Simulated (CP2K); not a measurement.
# GaSiH3F2 (SMILES [F][Ga]([F])[SiH3]) at PM3

Aim: the energy change on altering one bond length of GaSiH3F2 at PM3, from 2 runs. 

Program for the calculation: CP2K 2026.2.

3 further runs of the same task are left out: 3 set aside as unsound or not needed.

### 1 Starting point

GaSiH3F2: 7 atoms, total charge 0, spin state singlet. SMILES: `[F][Ga]([F])[SiH3]`. The shape is that of a PBE0-D4/def2-TZVP optimisation.

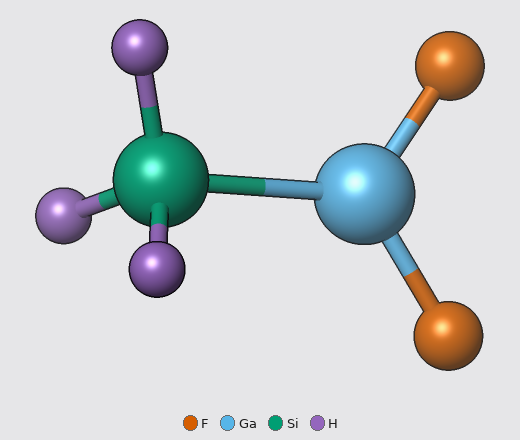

The structure, seen from a chosen angle (fluorine orange, gallium blue, silicon teal, hydrogen purple).

### 2 The energy at PM3

File mol.inp:

```
&FORCE_EVAL
   METHOD QUICKSTEP
   &DFT
      # Quickstep
      &QS
         METHOD PM3
         EPS_DEFAULT 1.0E-10
         &SE
            &COULOMB
               CUTOFF [angstrom] 50
               RC_RANGE [angstrom] 0
            &END COULOMB
            &EXCHANGE
               CUTOFF [angstrom] 50
               RC_RANGE [angstrom] 0
            &END EXCHANGE
         &END SE
      &END QS
      # isolated system
      &POISSON
         PERIODIC NONE
         POISSON_SOLVER ANALYTIC
      &END POISSON
      &SCF
         SCF_GUESS ATOMIC
         EPS_SCF 1.0E-07
         MAX_SCF 30
         &OT
            MINIMIZER DIIS
            PRECONDITIONER FULL_ALL
         &END OT
         &OUTER_SCF
            EPS_SCF 1.0E-07
            MAX_SCF 5
         &END OUTER_SCF
      &END SCF
      &PRINT
         &MOMENTS
            PERIODIC F
            REFERENCE COM
            MAX_MOMENT 1
         &END MOMENTS
         &MO_CUBES
            NLUMO 3
            NHOMO -1
            WRITE_CUBE F
         &END MO_CUBES
         &HIRSHFELD OFF
         &END HIRSHFELD
      &END PRINT
   &END DFT
   # structure
   &SUBSYS
      # box in angstrom
      &CELL
         ABC 16 15.3 15.4
         PERIODIC NONE
      &END CELL
      &COORD
         F      8.025150     5.991750     9.417450
         Ga     8.437250     6.836450     7.941450
         F      9.992050     6.299150     7.346150
         Si     7.051350     8.470550     6.888550
         H      7.878650     9.302750     5.982550
         H      6.419850     9.308250     7.936950
         H      6.007950     7.751750     6.115050
      &END COORD
   &END SUBSYS
&END FORCE_EVAL

&GLOBAL
   PROJECT_NAME mol
   RUN_TYPE ENERGY
   PRINT_LEVEL MEDIUM
&END GLOBAL
```

The run is started by

```bash
$ OMP_NUM_THREADS=1 cp2k.psmp -i mol.inp -o mol.out
```

The log of the run (excerpt; [...] marks lines left out):

```text
CP2K| version string:                                       CP2K version 2026.2
[...]
 GLOBAL| Method name                                                        CP2K
[...]
 GLOBAL| Run type                                                         ENERGY
[...]
                             - Atoms:                                          7
[...]
                             - Spherical basis functions:                     19
[...]
 Number of electrons:                                                         24
[...]
     1 OT DIIS     0.15E+00    0.0     0.36033508       -36.3333593132 -3.63E+01
[...]
    12 OT DIIS     0.15E+00    0.0     0.00000005       -38.9626891032 -1.00E-12
  *** SCF run converged in    12 steps ***
  Core-core repulsion energy [eV]:                            990.43457372453781
  Core Hamiltonian energy [eV]:                             -1819.25798637331923
  Two-electron integral energy [eV]:                         -462.81055324431287
  Electronic energy [eV]:                                   -2050.66326299547563
  Total energy [eV]:                                        -1060.22868927093782
  Atomic reference energy [eV]:                              1055.32315194724833
  Heat of formation [kcal/mol]:                              -113.12438705693356
[...]
 SE_DIPOLE| Moment [Debye]          3.17299495      -3.75591183       2.42347402
 SE_DIPOLE| Derivative [a.u.]       0.00000000       0.00000000       0.00000000
 *** WARNING in qs_scf_post_se.F:140 :: Printing of MO cube files not ***
 *** implemented for Semi-Empirical method.                           ***
 ENERGY| Total FORCE_EVAL ( QS ) energy [hartree]            -38.962689103203658
[...]
```

Wall time 1.5 s (1 thread of Intel Xeon Platinum 8488C (Sapphire Rapids), shared host); peak memory 0.19 GiB.

### 3 The distorted shape

File qs.inp:

```
&GLOBAL
   PROJECT qs
   RUN_TYPE ENERGY
   PRINT_LEVEL MEDIUM
&END

&FORCE_EVAL
   METHOD Quickstep
   &DFT
      CHARGE 0
      MULTIPLICITY 1
      &QS
         METHOD PM3
         EPS_DEFAULT 1.0E-10
         &SE
            &COULOMB
               CUTOFF [angstrom] 50
               RC_RANGE [angstrom] 0
            &END
            &EXCHANGE
               CUTOFF [angstrom] 50
               RC_RANGE [angstrom] 0
            &END
         &END
      &END
      ! no periodic images
      &POISSON
         PERIODIC NONE
         POISSON_SOLVER ANALYTIC
      &END
      ! self-consistent field
      &SCF
         SCF_GUESS ATOMIC
         EPS_SCF 1.0E-07
         MAX_SCF 30
         &OT ON
            MINIMIZER DIIS
            PRECONDITIONER FULL_ALL
         &END
         &OUTER_SCF
            EPS_SCF 1.0E-07
            MAX_SCF 5
         &END
      &END
      ! extra output
      &PRINT
         &MOMENTS
            PERIODIC F
            REFERENCE COM
            MAX_MOMENT 1
         &END
         &MO_CUBES
            NLUMO 3
            NHOMO -1
            WRITE_CUBE F
         &END
         &HIRSHFELD OFF
         &END
      &END
   &END
   &SUBSYS
      &CELL
         ABC [angstrom] 16 15.5 15.7
         PERIODIC NONE
      &END
      &COORD
         F      7.942730     6.007280     9.715050
         Ga     8.437250     7.020920     7.943850
         F      9.992050     6.483620     7.348550
         Si     7.051350     8.655020     6.890950
         H      7.878650     9.487220     5.984950
         H      6.419850     9.492720     7.939350
         H      6.007950     7.936220     6.117450
      &END
   &END
&END
```

The run is started by

```bash
$ OMP_NUM_THREADS=1 cp2k.psmp -i qs.inp -o qs.out
```

The log of the run (excerpt; [...] marks lines left out):

```text
CP2K| version string:                                       CP2K version 2026.2
[...]
 GLOBAL| Method name                                                        CP2K
[...]
 GLOBAL| Run type                                                         ENERGY
[...]
                             - Atoms:                                          7
[...]
                             - Spherical basis functions:                     19
[...]
 Number of electrons:                                                         24
[...]
     1 OT DIIS     0.15E+00    0.0     0.36270364       -36.3364162410 -3.63E+01
[...]
    11 OT DIIS     0.15E+00    0.0     0.00000007       -38.9223176635 -3.60E-12
  *** SCF run converged in    11 steps ***
  Core-core repulsion energy [eV]:                            950.11542587697170
  Core Hamiltonian energy [eV]:                             -1823.41492564514374
  Two-electron integral energy [eV]:                         -371.66125351771933
  Electronic energy [eV]:                                   -2009.24555240400355
  Total energy [eV]:                                        -1059.13012652703173
  Atomic reference energy [eV]:                              1055.32315194724833
  Heat of formation [kcal/mol]:                               -87.79092634757566
[...]
 SE_DIPOLE| Moment [Debye]          3.46843330      -5.15617380       4.04934407
 SE_DIPOLE| Derivative [a.u.]       0.00000000       0.00000000       0.00000000
 *** WARNING in qs_scf_post_se.F:140 :: Printing of MO cube files not ***
 *** implemented for Semi-Empirical method.                           ***
 ENERGY| Total FORCE_EVAL ( QS ) energy [hartree]            -38.922317663452660
[...]
```

It took 1.5 s on 1 thread of Intel Xeon Platinum 8488C (Sapphire Rapids), shared host; peak memory 0.19 GiB.

### 4 Results

At PM3:

```
                                                          quantity            value
                                         first shape: total energy     -38.96269 Eh
                                        first shape: dipole moment           5.48 D
                                    first shape: heat of formation  -113.1 kcal/mol
                                     distorted shape: total energy     -38.92232 Eh
                                    distorted shape: dipole moment           7.42 D
                                distorted shape: heat of formation   -87.8 kcal/mol
energy change with the F1–Ga2 bond stretched from 1.750 to 2.100 Å         1.099 eV
```

In words: With the F1–Ga2 bond stretched from 1.750 to 2.100 Å the energy rises by 1.10 eV (25 kcal/mol). The first shape isn't relaxed at this level, so the change isn't measured from a minimum.
